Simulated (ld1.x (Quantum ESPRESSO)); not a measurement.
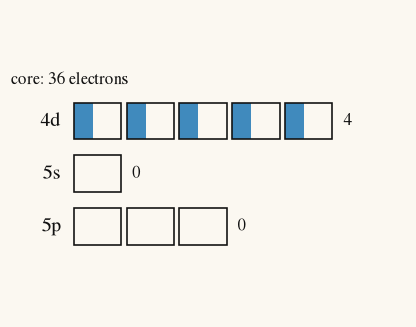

*The valence shells of the reference configuration: a box for each of the 2l + 1 orbitals, shaded by the share of the shell that is filled, with the electron count at the right. The shells are those of the unaltered input.*

# Pseudopotential generation for Mo

Molybdenum (Mo, Z = 42), core [Kr], reference valence 4d4 5s0 5p0 (an ion of charge +2), valence charge 6. (This line and the method describe the unaltered input from which the odd one was made.) Computed at this level: TM potential, LDA (PZ), scalar-relativistic, made with ld1.x (Quantum ESPRESSO) 7.5.

Input file:
```
 &input
   title='Mo', zed=42., rel=1, dft='PZ', iswitch=3, beta=0.002,
   config='[Kr] 4d4 5s0 5p0',
   nld=3, rlderiv=3.20, eminld=-4.0, emaxld=5.0, deld=0.02
 /
 &inputp
   pseudotype=2, tm=.true., lloc=-1, rcloc=2.85,
   nlcc=.false.,
   file_pseudopw='Mo.UPF', file_wfcaegen='ae.wfc', file_wfcncgen='nc.wfc', file_beta='beta', file_chi='chi'
 /
3
5S  1  0   0.00   0.00  2.10  2.10  0.0
5P  2  1   0.00   0.00  2.95  2.95  0.0
4D  3  2   4.00   0.00  1.30  1.30  0.0
 &test
   configts(1)='4d4 5s0 5p0'
 /
```

Hardware: 1 CPU thread, shared host.

Run as:
```bash
ld1.x < Mo.in > Mo.out
```

The program's output:
```
     Program LD1 v.7.5
     Message from routine scf:
     warning: convergence not achieved
     --------------------------- All-electron run ----------------------------

     Mo
     scalar relativistic calculation

     atomic number is 42.00
     dft =PZ   lsd =0 sic =0 latt =0  beta=0.00 tr2=1.0E-14
     Exchange-correlation= PZ
                           (   1   1   0   0   0   0   0)
     mesh =1229 r(mesh) = 100.71859 a.u. xmin = -7.00 dx = 0.01250
     1 Ry =  13.60569312 eV, c = 137.03599908

     n l     nl                  e(Ry)          e(Ha)          e(eV)
     1 0     1S 1( 2.00)     -1456.3584      -728.1792    -19814.7651
     2 0     2S 1( 2.00)      -206.9545      -103.4773     -2815.7597
     2 1     2P 1( 6.00)      -185.3027       -92.6513     -2521.1715
     3 0     3S 1( 2.00)       -36.3889       -18.1945      -495.0964
     3 1     3P 1( 6.00)       -29.2943       -14.6471      -398.5692
     4 0     4S 1( 2.00)        -6.2307        -3.1153       -84.7730
     4 1     4P 1( 6.00)        -4.3258        -2.1629       -58.8553
     3 2     3D 1(10.00)       -17.7088        -8.8544      -240.9407
     4 2     4D 1( 4.00)        -1.6897        -0.8448       -22.9890
     5 0     5S 1( 0.00)        -1.4255        -0.7127       -19.3947
     5 1     5P 1( 0.00)        -1.0270        -0.5135       -13.9725

     final scf error:  9.0E-03 reached in 201 iterations

     Etot =   -8090.104487 Ry,   -4045.052244 Ha, -110071.478985 eV

     Ekin =    8331.195183 Ry,    4165.597592 Ha,  113351.685009 eV
     Encl =  -19442.109075 Ry,   -9721.054537 Ha, -264523.369735 eV
     Eh   =    3258.157410 Ry,    1629.078705 Ha,   44329.489867 eV
     Exc  =    -237.348005 Ry,    -118.674003 Ha,   -3229.284126 eV

     normalization and overlap integrals

     s(1S/1S) =  1.000000  <r> =   0.0352  <r2> =    0.0017  r(max) =   0.0229
     s(2S/2S) =  1.000000  <r> =   0.1539  <r2> =    0.0279  r(max) =   0.1303
     s(2P/2P) =  1.000000  <r> =   0.1340  <r2> =    0.0220  r(max) =   0.1041
     s(3S/3S) =  1.000000  <r> =   0.4299  <r2> =    0.2117  r(max) =   0.3819
     s(3P/3P) =  1.000000  <r> =   0.4314  <r2> =    0.2167  r(max) =   0.3771
     s(4S/4S) =  1.000000  <r> =   1.1042  <r2> =    1.3826  r(max) =   0.9874
     s(4P/4P) =  1.000000  <r> =   1.2280  <r2> =    1.7277  r(max) =   1.0643
     s(3D/3D) =  1.000000  <r> =   0.4159  <r2> =    0.2082  r(max) =   0.3206
     s(4D/4D) =  1.000000  <r> =   1.7097  <r2> =    3.4683  r(max) =   1.3496
     s(5S/5S) =  1.000000  <r> =   2.8441  <r2> =    9.0704  r(max) =   2.5532
     s(5P/5P) =  1.000000  <r> =   3.3713  <r2> =   12.7849  r(max) =   3.0037

     ------------------------ End of All-electron run ------------------------

     --------------------- Generating NC pseudopotential ---------------------

      Generating local potential from pseudized AE potential:
      Matching radius rcloc =   2.8500

      Local pseudo, rcloc= 2.822 Estimated cut-off energy=     2.89 Ry

      Wfc   5S  rcut= 2.090  Using Troullier-Martins method

      Wfc   5P  rcut= 2.966  Using Troullier-Martins method

      Wfc   4D  rcut= 1.300  Using Troullier-Martins method

     ------------------- End of pseudopotential generation -------------------

     Message from routine scf:
     warning: convergence not achieved
     --------------------------- All-electron run ----------------------------

     Mo
     scalar relativistic calculation

     atomic number is 42.00
     dft =PZ   lsd =0 sic =0 latt =0  beta=0.00 tr2=1.0E-14
     Exchange-correlation= PZ
                           (   1   1   0   0   0   0   0)
     mesh =1229 r(mesh) = 100.71859 a.u. xmin = -7.00 dx = 0.01250
     1 Ry =  13.60569312 eV, c = 137.03599908

     n l     nl                  e(Ry)          e(Ha)          e(eV)
     1 0     1S 1( 2.00)     -1456.3584      -728.1792    -19814.7651
     2 0     2S 1( 2.00)      -206.9545      -103.4773     -2815.7597
     2 1     2P 1( 6.00)      -185.3027       -92.6513     -2521.1715
     3 0     3S 1( 2.00)       -36.3889       -18.1945      -495.0964
     3 1     3P 1( 6.00)       -29.2943       -14.6471      -398.5692
     4 0     4S 1( 2.00)        -6.2307        -3.1153       -84.7730
     4 1     4P 1( 6.00)        -4.3258        -2.1629       -58.8553
     3 2     3D 1(10.00)       -17.7088        -8.8544      -240.9407
     4 2     4D 1( 4.00)        -1.6897        -0.8448       -22.9890
     5 0     5S 1( 0.00)        -1.4255        -0.7127       -19.3947
     5 1     5P 1( 0.00)        -1.0270        -0.5135       -13.9725

     final scf error:  9.0E-03 reached in 201 iterations

     Etot =   -8090.104487 Ry,   -4045.052244 Ha, -110071.478985 eV

     Ekin =    8331.195183 Ry,    4165.597592 Ha,  113351.685009 eV
     Encl =  -19442.109075 Ry,   -9721.054537 Ha, -264523.369735 eV
     Eh   =    3258.157410 Ry,    1629.078705 Ha,   44329.489867 eV
     Exc  =    -237.348005 Ry,    -118.674003 Ha,   -3229.284126 eV

     normalization and overlap integrals

     s(1S/1S) =  1.000000  <r> =   0.0352  <r2> =    0.0017  r(max) =   0.0229
     s(2S/2S) =  1.000000  <r> =   0.1539  <r2> =    0.0279  r(max) =   0.1303
     s(2P/2P) =  1.000000  <r> =   0.1340  <r2> =    0.0220  r(max) =   0.1041
     s(3S/3S) =  1.000000  <r> =   0.4299  <r2> =    0.2117  r(max) =   0.3819
     s(3P/3P) =  1.000000  <r> =   0.4314  <r2> =    0.2167  r(max) =   0.3771
     s(4S/4S) =  1.000000  <r> =   1.1042  <r2> =    1.3826  r(max) =   0.9874
     s(4P/4P) =  1.000000  <r> =   1.2280  <r2> =    1.7277  r(max) =   1.0643
     s(3D/3D) =  1.000000  <r> =   0.4159  <r2> =    0.2082  r(max) =   0.3206
     s(4D/4D) =  1.000000  <r> =   1.7097  <r2> =    3.4683  r(max) =   1.3496
     s(5S/5S) =  1.000000  <r> =   2.8441  <r2> =    9.0704  r(max) =   2.5532
     s(5P/5P) =  1.000000  <r> =   3.3713  <r2> =   12.7849  r(max) =   3.0037

     ------------------------ End of All-electron run ------------------------

     Computing logarithmic derivative in   3.21748
     Computing logarithmic derivative in   3.21748
     Computing the partial wave expansion
     R is outside the sphere for l=    0 j= 0.00
     R is outside the sphere for l=    1 j= 0.00
     R is outside the sphere for l=    2 j= 0.00

     ---------------------- Testing the pseudopotential ----------------------

     Mo
     scalar relativistic calculation

     atomic number is 42.00   valence charge is  6.00
     dft =PZ   lsd =0 sic =0 latt =0  beta=0.00 tr2=1.0E-14
     mesh =1229 r(mesh) = 100.71859 xmin = -7.00 dx = 0.01250

     n l     nl             e AE (Ry)        e PS (Ry)    De AE-PS (Ry)
     3 2     4D   1( 4.00)       -1.68966       -1.68963       -0.00003
     1 0     5S   1( 0.00)       -1.42548       -1.42548       -0.00000
     2 1     5P   1( 0.00)       -1.02696       -1.02696        0.00000

     eps = 2.5E-17  iter =  5

     Etot =   -8090.104487 Ry,   -4045.052244 Ha, -110071.478985 eV
     Etotps =   -14.379883 Ry,      -7.189942 Ha,    -195.648276 eV

     Ekin =      17.129624 Ry,       8.564812 Ha,     233.060408 eV
     Encl =     -28.959631 Ry,     -14.479815 Ha,    -394.015847 eV
     Ehrt =       8.445187 Ry,       4.222593 Ha,     114.902622 eV
     Ecxc =      -2.697267 Ry,      -1.348633 Ha,     -36.698185 eV
     Epseu=      -8.297797 Ry,      -4.148898 Ha,    -112.897274 eV

     ---------------------- End of pseudopotential test ----------------------
```

Outcome:

- outcome: generated
- wall time: 1.8 s

What is odd here:

This input holds a deliberate oddity: mixing beta=0.002. The program ran to the end. The all-electron total energy moves by −3.0 Ry against the unaltered input (−8087.1534 Ry), a numerical error of the setting. The pseudo-atom meets the occupied all-electron levels that the test lists within 0.00003 Ry. No test for ghost states or cutoffs was run on this potential, so its soundness isn't shown. Warnings of the program, in the generation or the tests: warning: convergence not achieved.
